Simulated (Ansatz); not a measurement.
# TiO2: symmetry broken, then relaxed

This session takes TiO2 and sets out to break the symmetry and see whether a relaxation comes back.

Program: Ansatz 0.2.0. Level of theory: DFT r2SCAN+U, scalar-relativistic, plane waves, PAW. These are calculated values, not measurements.

## 1. Starting point

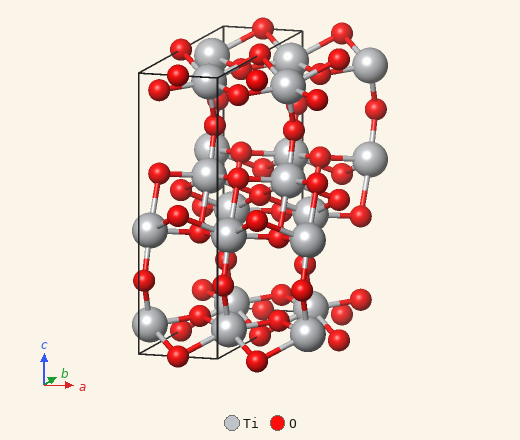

Start, viewed slightly off an axis; titanium light grey, oxygen red. 2×1×1 cells are drawn. Atoms on the faces are drawn again on the opposite ones. The cell drawn here is the conventional one.

Structure file:

```cif
data_structure
_symmetry_space_group_name_H-M 'Cmcm'
_symmetry_Int_Tables_number 63
_cell_length_a 2.9550
_cell_length_b 9.5006
_cell_length_c 10.1415
_cell_angle_alpha 90.000
_cell_angle_beta 90.000
_cell_angle_gamma 90.000
_cell_volume 284.71
loop_
_atom_site_label
_atom_site_type_symbol
_atom_site_symmetry_multiplicity
_atom_site_Wyckoff_symbol
_atom_site_fract_x
_atom_site_fract_y
_atom_site_fract_z
_atom_site_occupancy
Ti1 Ti 8 f 0.50000 0.36578 0.08265 1
O1 O 8 f 0.00000 0.24375 0.39841 1
O2 O 4 c 0.50000 0.43401 0.25000 1
O3 O 4 b 0.50000 0.00000 0.00000 1
```

It goes back to an entry of the Materials Project, which need not be the stable form.

This cell was relaxed beforehand with the same method: volume 11.86 Å³/atom, gap on the mesh 3.27 eV.

## 2. Zero of energy

The reference gives a free energy of -14570.1076 eV, pressure 0.01 GPa, largest force 0.001 eV/Å and gap on the mesh 3.28 eV. It was computed beforehand with the settings of the runs below.

## 3. The disturbance

All O atoms moved 0.3 Å in one direction. Displacements in the unstrained cell, with the mean shift removed:

```tsv
atom	ux (Å)	uy (Å)	uz (Å)
Ti1	0.099	-0.010	0.173
Ti2	0.099	-0.010	0.173
Ti3	0.099	-0.010	0.173
Ti4	0.099	-0.010	0.173
O5	-0.050	0.005	-0.087
O6	-0.050	0.005	-0.087
O7	-0.050	0.005	-0.087
O8	-0.050	0.005	-0.087
O9	-0.050	0.005	-0.087
O10	-0.050	0.005	-0.087
O11	-0.050	0.005	-0.087
O12	-0.050	0.005	-0.087
```

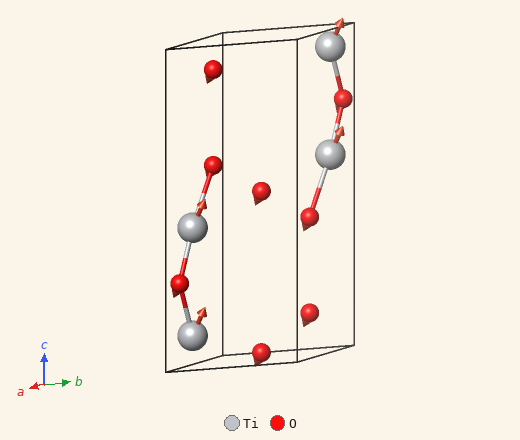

The displacements as arrows, enlarged. Each atom of the cell is drawn once.

## 4. Single point of the disturbed structure

input.yaml reads:

```yaml
crystal:
  lattice:
    - [1.477481892, -4.7503060327, 0.0]
    - [1.477481892, 4.7503060327, 0.0]
    - [0.0, 0.0, 10.1414953053]
  atoms:
    - { symbol: Ti, position: [0.1687896845, 0.8982465706, 0.5997528199] }
    - { symbol: Ti, position: [0.9003561355, 0.1666801196, 0.4344559057] }
    - { symbol: Ti, position: [0.1687896845, 0.8982465706, 0.9344559057] }
    - { symbol: Ti, position: [0.9003561355, 0.1666801196, 0.0997528199] }
    - { symbol: O, position: [0.7389656101, 0.2275162623, 0.8898537416] }
    - { symbol: O, position: [0.2264614799, 0.7400203925, 0.0930418956] }
    - { symbol: O, position: [0.2264614799, 0.7400203925, 0.3898537416] }
    - { symbol: O, position: [0.7389656101, 0.2275162623, 0.5930418956] }
    - { symbol: O, position: [0.0486995031, 0.9177823693, 0.7414478186] }
    - { symbol: O, position: [0.9167275869, 0.0497542855, 0.2414478186] }
    - { symbol: O, position: [0.482713545, 0.4837683274, 0.4914478186] }
    - { symbol: O, position: [0.482713545, 0.4837683274, -0.0085521814] }
basis:
  ecutwfc: 500
kpoints:
  mp_grid: { grid: [8, 8, 2] }
hamiltonian:
  xc: r2scan
  hubbard: { sites: [{ species: Ti, l: d, u_eff: 4.0 }] }
scf:
  occupations: { method: gaussian, width: 0.05 }
output:
  forces: true
  stress: true
  eigenvalues: true
```

Command:

```bash
$ ansatz run input.yaml --threads 2 --pin off --max-ram 5120MiB --backend cpu --events-out ev --progress --plain --runs-dir out
```

Log (excerpt; [...] marks lines left out):

```text
Warning: RAYON_NUM_THREADS=2 ignored (pool sized by the plan → 2); use --threads N
Ti: projections on atomic orbitals take those of the free atom [Ne] 3s2 3p6 3d2 4s2, of charge +0.00 (hamiltonian.pseudopotentials.projection_atoms); the dataset's partial waves leave at most 4.1e-7 of an orbital's norm unspanned inside its sphere
O: projections on atomic orbitals take those of the free atom [He] 2s2 2p4, of charge +0.00 (hamiltonian.pseudopotentials.projection_atoms); the dataset's partial waves leave at most 1.9e-8 of an orbital's norm unspanned inside its sphere
[...]
Pseudopotentials: kind: paw
Pseudopotential: Ti, paw, valence charge 12, recommended cutoff 500 eV (meta_gga), Ti.paw.azcp
Pseudopotential: O, paw, valence charge 6, recommended cutoff 500 eV (meta_gga), O.paw.azcp
Functional definition: r2SCAN
[...]
Crystal: 12 atoms, lattice volume = 142.356 Å³
Basis set: ecut = 500 eV, 3601 PW (Γ), exchange–correlation on 160×160×300 points (64 copies of the dense FFT grid, shifted against one another)
Bands: 60, of which v1, the nominal top of the filled ones, is band 48 counted from 1 (47 counted from 0)
Symmetry: 1 space group operations
Space group: P1 (ITA 1), of the structure as read, at distance tolerance 5.2e-5 Å
k-points: 68 of 128 (time reversal used)
[...]
SCF iter   1: F=—  HF=-14568.970779 eV  |F-HF|=—  |Δ(HF+E_count)|=         —  Δρ=9.08e-2  dr2=1.18e1  dr2_τ=2.01e0  ethr=3.10e-3  ⟨swp⟩=5.3  Hψ=15388  notcnv=0
[...]
SCF iter  13: F=-14567.906901 eV  HF=-14567.906901 eV  |F-HF|=7.38e-9  |Δ(HF+E_count)|=   1.89e-8  Δρ=2.89e-6  dr2=9.06e-9  dr2_τ=1.18e-9  ethr=1.04e-10  ⟨swp⟩=10.9  Hψ=19332  notcnv=0
[...]
SCF converged after 13 iterations
Free energy (F): -14567.906901 eV
[...]
E sigma→0 (E₀):  -14567.906901 eV
Fermi energy:    8.218217 eV
[...]
--- Forces (eV/Å), atoms counted from 1 ---
  atom   1  Ti    -1.86496701    -0.04930620    -6.14084861
  atom   2  Ti    -0.17726583     1.30637421    -2.28640363
  atom   3  Ti    -0.25618388    -0.75624965    -2.25482424
  atom   4  Ti    -1.55892009     0.67232915    -6.85299038
  atom   5  O      0.28816794     0.99012718     0.47458171
  atom   6  O      1.97282274     1.30108953     1.56117816
  atom   7  O      0.11865382    -1.27157081     0.62138797
  atom   8  O      2.25496302    -1.78924895     1.48554956
[...]
--- Stress (GPa, compression-positive) ---
        6.108358      -0.603968      -1.674862
       -0.603968       7.772098      -0.343829
       -1.674860      -0.343828      18.249476
  P = ⅓ Tr σ = 10.7100 GPa (107.100 kbar)
--- Band table (eV; the first three rows and the last of 68) ---
[...]
Occupation matrices written to <dir>
```

It took 81 s on 2 threads of Arm Neoverse V2, shared host; peak memory 1.6 GiB.

## 5. Relaxing from there

Changes to input.yaml since step 4:

```diff
@@ -31 +31,6 @@
   eigenvalues: true
+relax:
+  adjacent_minimum: "off"
+  f_tol: 0.01
+  max_steps: 80
+  cell: { stress_tol: 0.1 }
```

Command:

```bash
$ ansatz run input.yaml --threads 2 --pin off --max-ram 5120MiB --backend cpu --events-out ev --progress --plain --runs-dir out
```

Log:

```text
Warning: RAYON_NUM_THREADS=2 ignored (pool sized by the plan → 2); use --threads N
Ti: projections on atomic orbitals take those of the free atom [Ne] 3s2 3p6 3d2 4s2, of charge +0.00 (hamiltonian.pseudopotentials.projection_atoms); the dataset's partial waves leave at most 4.1e-7 of an orbital's norm unspanned inside its sphere
O: projections on atomic orbitals take those of the free atom [He] 2s2 2p4, of charge +0.00 (hamiltonian.pseudopotentials.projection_atoms); the dataset's partial waves leave at most 1.9e-8 of an orbital's norm unspanned inside its sphere
Engine: ansatz 0.2.0, aarch64-unknown-linux-gnu
Pseudopotentials: kind: paw
Pseudopotential: Ti, paw, valence charge 12, recommended cutoff 500 eV (meta_gga), Ti.paw.azcp
Pseudopotential: O, paw, valence charge 6, recommended cutoff 500 eV (meta_gga), O.paw.azcp
Functional definition: r2SCAN
  parameter k0 = 0.174
  parameter k1 = 0.065
  parameter a1 = 4.9479
  exchange = r2scan_x(k0 = k0, k1 = k1, a1 = a1)
  correlation = r2scan_c
Crystal: 12 atoms, lattice volume = 142.356 Å³
Basis set: ecut = 500 eV, 3601 PW (Γ), exchange–correlation on 160×160×300 points (64 copies of the dense FFT grid, shifted against one another)
Bands: 60, of which v1, the nominal top of the filled ones, is band 48 counted from 1 (47 counted from 0)
Symmetry: 1 space group operations
Space group: P1 (ITA 1), of the structure as read, at distance tolerance 5.2e-5 Å
k-points: 68 of 128 (time reversal used)
Non-local potential: Ti, projectors of the file, l = 0: 3, l = 1: 2, l = 2: 3, l = 3: 1
Non-local potential: O, projectors of the file, l = 0: 2, l = 1: 2, l = 2: 1
PAW form: soft (Blöchl's): semilocal exchange-correlation on the pseudo side does not see the compensation charge
PAW frozen core: Ti, regenerated for the run's functional (the file was generated under x = pbe(κ = 0.804, μ = 0.2195149727645171), c = pbe(β = 0.06672455060314922))
PAW frozen core: O, regenerated for the run's functional (the file was generated under x = pbe(κ = 0.804, μ = 0.2195149727645171), c = pbe(β = 0.06672455060314922))
PAW one-centre angular grid: Ti, 590 points (default); XC on 160 Gauss nodes
PAW one-centre angular grid: O, 302 points (default); XC on 160 Gauss nodes
Initial density: superposition of atomic densities (chi_scale 0.1, normalization cell, long waves of neutral atoms under a Hubbard term (reshape's long-wave potential 0.06 eV rms, cloud 2.26 Å wide))
Initial wavefunctions: pseudopotential atomic-orbital guess
Functional: x = r2scan, c = r2scan; τ floored in thin density (d = 2e-4 eV/Å³)
SCF iter   1: F=—  HF=-14568.970779 eV  |F-HF|=—  |Δ(HF+E_count)|=         —  Δρ=9.08e-2  dr2=1.18e1  dr2_τ=2.01e0  ethr=3.10e-3  ⟨swp⟩=5.3  Hψ=15388  notcnv=0
preconditioner: auto → Resta (q_TF=auto, 2.555 Å⁻¹)  ε∞=5.7  [insulator: Δε(μ)=4.199 eV  Ē_g=11.506 eV  σ=0.050 eV  W_gap=1.00  n_scr=42 (ndim 8)  ℏωp=24.9 eV  f_vac=0.056  D(μ)=0.00/eV (n_scr^D=0)  ε∞_Penn≈5.7]
SCF iter   2: F=—  HF=-14567.826786 eV  |F-HF|=—  |Δ(HF+E_count)|=    1.14e0  Δρ=4.79e-2  dr2=2.73e0  dr2_τ=5.40e-1  ethr=3.10e-3  ⟨swp⟩=3.4  Hψ=8937  notcnv=0  defer=298
SCF iter   3: F=—  HF=-14567.893792 eV  |F-HF|=—  |Δ(HF+E_count)|=   6.70e-2  Δρ=2.44e-2  dr2=9.05e-1  dr2_τ=5.34e-2  ethr=2.85e-3  ⟨swp⟩=2.3  Hψ=5949  notcnv=0  defer=298
SCF iter   4: F=—  HF=-14567.903391 eV  |F-HF|=—  |Δ(HF+E_count)|=   9.60e-3  Δρ=7.89e-3  dr2=1.02e-1  dr2_τ=1.16e-2  ethr=9.42e-4  ⟨swp⟩=2.1  Hψ=7084  notcnv=0  defer=341
SCF iter   5: F=—  HF=-14567.903839 eV  |F-HF|=—  |Δ(HF+E_count)|=   4.47e-4  Δρ=3.69e-3  dr2=2.37e-2  dr2_τ=2.32e-3  ethr=1.06e-4  ⟨swp⟩=2.4  Hψ=6400  notcnv=0  defer=341
SCF iter   6: F=—  HF=-14567.905420 eV  |F-HF|=—  |Δ(HF+E_count)|=   1.58e-3  Δρ=1.60e-3  dr2=4.99e-3  dr2_τ=3.74e-4  ethr=2.47e-5  ⟨swp⟩=2.0  Hψ=5914  notcnv=0  defer=341
SCF iter   7: F=—  HF=-14567.906680 eV  |F-HF|=—  |Δ(HF+E_count)|=   1.26e-3  Δρ=1.05e-3  dr2=1.75e-3  dr2_τ=1.75e-4  ethr=5.20e-6  ⟨swp⟩=2.0  Hψ=5822  notcnv=0  defer=341
SCF iter   8: F=—  HF=-14567.906824 eV  |F-HF|=—  |Δ(HF+E_count)|=   1.44e-4  Δρ=3.68e-4  dr2=2.18e-4  dr2_τ=2.00e-5  ethr=1.83e-6  ⟨swp⟩=2.0  Hψ=5643  notcnv=0  defer=341
SCF iter   9: F=—  HF=-14567.906941 eV  |F-HF|=—  |Δ(HF+E_count)|=   1.17e-4  Δρ=1.38e-4  dr2=2.86e-5  dr2_τ=2.73e-6  ethr=2.27e-7  ⟨swp⟩=2.0  Hψ=5595  notcnv=0  defer=341
SCF iter  10: F=—  HF=-14567.906900 eV  |F-HF|=—  |Δ(HF+E_count)|=   4.13e-5  Δρ=7.40e-5  dr2=7.25e-6  dr2_τ=8.53e-7  ethr=2.98e-8  ⟨swp⟩=2.0  Hψ=5976  notcnv=0  defer=341
SCF iter  11: F=—  HF=-14567.906901 eV  |F-HF|=—  |Δ(HF+E_count)|=   1.37e-6  Δρ=2.49e-5  dr2=8.02e-7  dr2_τ=9.59e-8  ethr=7.55e-9  ⟨swp⟩=2.0  Hψ=5507  notcnv=0  defer=341
SCF iter  12: F=—  HF=-14567.906901 eV  |F-HF|=—  |Δ(HF+E_count)|=   3.41e-7  Δρ=1.55e-5  dr2=3.04e-7  dr2_τ=4.06e-8  ethr=8.36e-10  ⟨swp⟩=2.0  Hψ=5915  notcnv=0  defer=341
SCF iter  13: F=-14567.906901 eV  HF=-14567.906901 eV  |F-HF|=7.38e-9  |Δ(HF+E_count)|=   1.89e-8  Δρ=2.89e-6  dr2=9.06e-9  dr2_τ=1.18e-9  ethr=1.04e-10  ⟨swp⟩=10.9  Hψ=19338  notcnv=0
SCF 1 converged in 13 iterations: F = -14567.906901 eV  dr2 = 9.06e-9
relax step   1: F+E_penalty+E_count = -14567.90690132 eV  Δ(F+E_penalty+E_count) = +0.000e0 eV  max|allowed force component| = 6.853e0 eV/Å  Δτ_max = 0.0000 Å  P = +10.710 GPa  Ω = 142.356 Å³  (13 SCF iters, dr2 threshold 1.00e-7 eV, accepted)
[... from here on, the SCF cycles and remarks between the steps are left out ...]
relax step   2: F+E_penalty+E_count = -14569.09347904 eV  Δ(F+E_penalty+E_count) = -1.187e0 eV  max|allowed force component| = 3.111e0 eV/Å  Δτ_max = 0.1215 Å  P = +2.579 GPa  Ω = 146.618 Å³  energy of the carried Pulay correction = -3.258e-3 eV  (9 SCF iters, dr2 threshold 1.20e-6 eV, accepted)
relax step   3: F+E_penalty+E_count = -14569.79877286 eV  Δ(F+E_penalty+E_count) = -7.053e-1 eV  max|allowed force component| = 1.597e0 eV/Å  Δτ_max = 0.2000 Å  P = +5.029 GPa  Ω = 144.436 Å³  energy of the carried Pulay correction = -1.602e-3 eV  (10 SCF iters, dr2 threshold 1.20e-6 eV, accepted)
relax step   4: F+E_penalty+E_count = -14570.09683578 eV  Δ(F+E_penalty+E_count) = -2.981e-1 eV  max|allowed force component| = 2.593e-1 eV/Å  Δτ_max = 0.1843 Å  P = -0.210 GPa  Ω = 142.495 Å³  energy of the carried Pulay correction = -1.077e-4 eV  (9 SCF iters, dr2 threshold 1.20e-6 eV, accepted)
relax step   5: F+E_penalty+E_count = -14570.10651803 eV  Δ(F+E_penalty+E_count) = -9.682e-3 eV  max|allowed force component| = 9.127e-2 eV/Å  Δτ_max = 0.0173 Å  P = -0.064 GPa  Ω = 142.605 Å³  energy of the carried Pulay correction = -1.927e-4 eV  (7 SCF iters, dr2 threshold 1.20e-6 eV, accepted)
relax step   6: F+E_penalty+E_count = -14570.10760067 eV  Δ(F+E_penalty+E_count) = -1.083e-3 eV  max|allowed force component| = 1.790e-2 eV/Å  Δτ_max = 0.0047 Å  P = +0.050 GPa  Ω = 142.347 Å³  energy of the carried Pulay correction = +7.338e-6 eV  (5 SCF iters, dr2 threshold 5.21e-7 eV, accepted)
relax step   7: F+E_penalty+E_count = -14570.10760083 eV  Δ(F+E_penalty+E_count) = -1.637e-7 eV  max|allowed force component| = 5.591e-3 eV/Å  Δτ_max = 0.0018 Å  P = +0.000 GPa  Ω = 142.389 Å³  energy of the carried Pulay correction = -2.574e-5 eV  (7 SCF iters, dr2 threshold 2.00e-8 eV, accepted)
relax step   8: F+E_penalty+E_count = -14570.10762320 eV  Δ(F+E_penalty+E_count) = -2.236e-5 eV  max|allowed force component| = 5.596e-3 eV/Å  Δτ_max = 0.0000 Å  P = -0.017 GPa  Ω = 142.389 Å³  stress off target by 3.13e-2 GPa  SCF on the basis re-selected at this cell (its energy is not comparable with the rows above)  (4 SCF iters)
basis re-selected at this cell: Δ(F+E_penalty+E_count) = -2.236e-5 eV, ΔP = -0.017 GPa vs the last step (what re-selecting the basis moved, of the pressure what is left beyond the Pulay correction that the steps carried, after the strain that the cell walked since its last selection, with what the two solves' SCF thresholds leave and, on support functions, any second-order correction that the steps lacked; it is no measure of the basis error at this ecutwfc). This SCF's stress stands 3.13e-2 GPa from its target on what of the cell is left free (relax.cell.stress_tol is 1.00e-1 GPa) and its largest allowed force component is 5.60e-3 eV/Å (relax.f_tol is 1.00e-2 eV/Å): within both
SCF converged after 4 iterations
Free energy (F): -14570.107623 eV
Harris-Foulkes:  -14570.107623 eV  (|F-HF|=4.06e-10)
Internal energy: -14570.107623 eV  (E = F + TS)
E sigma→0 (E₀):  -14570.107623 eV
Fermi energy:    8.049746 eV
--- Per-component energies (eV) ---
  E_band       = -1079.273197
  E_kinetic    = 2499.403994
  E_local      = -7806.714837  (includes V_loc(G=0)·N_el)
  E_nonlocal   = 381.553395
  E_hartree    = 3062.759721
  E_xc         = -965.307854
  E_vxc        = -1386.806840  (∫ρ·V_xc dr)
  E_hubbard    = 12.854807  (on-site DFT+U / exact-exchange correction)
  E_vhub       = 9.050037  (the Hubbard potential's part of the band-sum identity)
  E_paw        = -5493.124298  (= ΣΔE_a)
  E_vpaw       = -993.479121  (= ΣTr[D̂ρ^β])
  E_aug_tail   = 0.008746  (compensation charges beyond the density's cutoff)
  E_vtau       = 92.191224  (kinetic-family band-sum trace: ∫τ·v_τ [+ j·A + Jᵃ·Aᵃ] dr)
  E_ewald      = -6260.271941
  E_core_change = -1.269356  (= ΣΔE_core)
  E_smearing   = -0.000000  (= −TS)
  E_closure    = 0.000000  (closes the sum)
  Σ components = -14570.107623   (vs F -14570.107623, Δ=0.00e0)
--- Forces (eV/Å), atoms counted from 1 ---
  atom   1  Ti    -0.00024781    -0.00064024     0.00559635
  atom   2  Ti    -0.00000975     0.00208018    -0.00052253
  atom   3  Ti     0.00022400    -0.00141694    -0.00117352
  atom   4  Ti     0.00028743     0.00471402    -0.00230648
  atom   5  O     -0.00083392     0.00103283    -0.00108618
  atom   6  O      0.00043949    -0.00327890     0.00224069
  atom   7  O      0.00100464    -0.00282825    -0.00290374
  atom   8  O     -0.00055441     0.00169511     0.00075097
  atom   9  O      0.00050928    -0.00047175    -0.00305452
  atom  10  O     -0.00078317    -0.00060962     0.00411554
  atom  11  O      0.00009453    -0.00004269    -0.00097181
  atom  12  O     -0.00013016    -0.00023196    -0.00068424
  max |Σ_I F_I| component: 1.78e-6 eV/Å
--- Stress (GPa, compression-positive) ---
       -0.020404      -0.006605       0.000418
       -0.006605      -0.027056      -0.003012
        0.000418      -0.003012      -0.002292
  P = ⅓ Tr σ = -0.0166 GPa (-0.166 kbar)
--- Band table (eV; the first three rows and the last of 68) ---
  k-point 0: bands = ["-53.0650", "-53.0585", "-53.0313", "-53.0254", "-28.3886", "-28.3734", "-28.2777", "-28.2225", "-28.1771", "-28.1730", "-28.1651", "-28.0879", "-28.0093", "-28.0048", "-27.9950", "-27.9905", "-12.1975", "-12.0214", "-10.8757", "-10.7458", "-10.7151", "-10.6378", "-10.5302", "-10.3607", "1.6613", "1.7179", "2.2659", "2.4550", "2.9766", "3.0098", "3.0997", "3.2061", "3.2584", "3.4055", "3.5632", "3.9982", "4.1853", "4.2856", "4.8747", "4.8749", "5.4934", "5.5338", "5.8803", "5.9074", "5.9146", "6.0321", "6.2641", "6.2737", "9.9951", "10.0470", "10.2691", "10.7569", "10.8299", "10.8695", "10.9134", "11.0242", "11.2348", "11.2971", "11.4369", "11.7640"]
[... 3 lines left out ...]
Occupation matrices written to <dir>
--- Relaxed structure (7 steps of the walk, 7 accepted, 1 SCFs on fresh bases) ---
  F+E_penalty+E_count = -14570.10762320 eV   max|allowed force component| = 5.596e-3 eV/Å   (the final SCF, on the basis selected at the relaxed cell)
  cell:  # Å, volume = 142.3892 Å³
    - [1.4765713917649468, -4.750840715318122, 6.555957783220523e-5]
    - [1.4785110441293388, 4.751444003027468, -9.51186911994402e-5]
    - [-0.00010144747325358219, -0.00017151715066681398, 10.141667224481195]
  atoms:
    - { symbol: Ti, position: [0.1339856356745534, 0.8655757276568915, 0.5826176265278905] }
    - { symbol: Ti, position: [0.8659905817511607, 0.13444177318977305, 0.41737077516928967] }
    - { symbol: Ti, position: [0.13398313497063866, 0.8655075007619552, 0.9173739768639023] }
    - { symbol: Ti, position: [0.866031168170843, 0.13441943015422614, 0.08262828879361976] }
    - { symbol: O, position: [0.7562781241993626, 0.24376597256465493, 0.8984194376122326] }
    - { symbol: O, position: [0.24375761840488505, 0.7562375195053002, 0.101558838126586] }
    - { symbol: O, position: [0.24369232026203405, 0.7562159950347893, 0.3984390702478316] }
    - { symbol: O, position: [0.7562479636953483, 0.24378573716997426, 0.6015673591245961] }
    - { symbol: O, position: [0.06581145938037782, 0.9337066351128586, 0.7500106424782815] }
    - { symbol: O, position: [0.9342151324679561, 0.06632247757362936, 0.24999282568693623] }
    - { symbol: O, position: [0.49995251534139, 0.4999915411810299, 0.5000043449384024] }
    - { symbol: O, position: [0.5000543456814497, 0.5000296896949177, 1.681443043258254e-5] }
```

Wall time 9.2 min (2 threads of Arm Neoverse V2, shared host); peak memory 1.7 GiB.

The steps of the relaxation:

| step | E - E(step 1) (eV/cell) | largest force component (eV/Å) | pressure (GPa) | volume (Å³) |
| --- | --- | --- | --- | --- |
| 1 | 0.0000 | 6.8530 | 10.71 | 142.36 |
| 2 | -1.1866 | 3.1107 | 2.58 | 146.62 |
| 3 | -1.8919 | 1.5966 | 5.03 | 144.44 |
| 4 | -2.1899 | 0.2593 | -0.21 | 142.49 |
| 5 | -2.1996 | 0.0913 | -0.06 | 142.60 |
| 6 | -2.2007 | 0.0179 | 0.05 | 142.35 |
| 7 | -2.2007 | 0.0056 | 0.00 | 142.39 |
| 8 | -2.2007 | 0.0056 | -0.02 | 142.39 |

Step 1 is the start. Step 8 repeats the geometry before it on a plane-wave basis chosen anew for that cell, so its energy need not be comparable with the rows above.

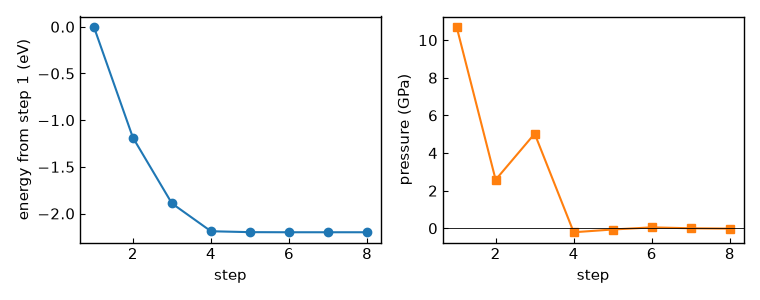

Energy and pressure along the relaxation.

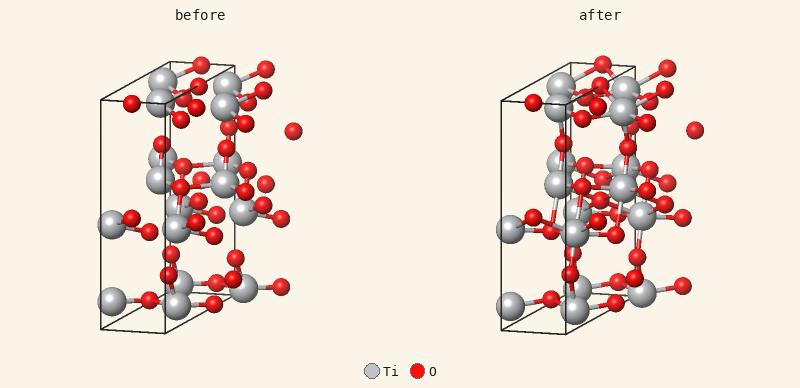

Before and after, at one scale.

|  | before | after | change |
| --- | --- | --- | --- |
| a (Å) | 4.975 | 4.975 | 0.0 % |
| b (Å) | 4.975 | 4.976 | 0.0 % |
| c (Å) | 10.141 | 10.142 | 0.0 % |
| volume (Å³/atom) | 11.86 | 11.87 | 0.0 % |
| shortest distance (Å) | 1.577 | 1.817 | +15.2 % |
| space group (0.01 Å) | P1 | Cmcm | changed |

## 6. What came out

```
                                 quantity                                    value
                  cost of the disturbance                           183.4 meV/atom
end of the relaxation, from the reference                            +0.0 meV/atom
                        final space group  Cmcm (tolerance 0.05 Å; reference Cmcm)
                            volume change                                  +0.02 %
```

In words: It comes back to the reference (within 1.5 meV/atom), so the structure resists this disturbance.
